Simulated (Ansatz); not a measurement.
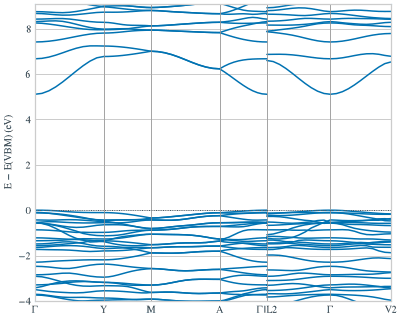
Figure: Band structure from DFT-r²SCAN in the program Ansatz with PAW potentials

**Question.** Read off the gap and where the band edges lie.

**Answer.** About 5.1 eV (5.11 eV by a search for the band edges); maximum at Γ, minimum at Γ.

The material is CaMgAsO₄F in space group C2/c (No. 15; Pearson symbol mS32).

The workflow started from a Materials Project entry (that database holds measured and hypothetical structures alike); the Crystallography Open Database files this formula in space group No. 15, but the cells were not matched. Its standing as an ambient phase is unchecked. The r²SCAN relaxation kept the symmetry of its start; whether a distortion lowers the energy is not shown. Spin–orbit coupling is left out wherever it is not named.

Potentials: the later of the program's two PAW sets.
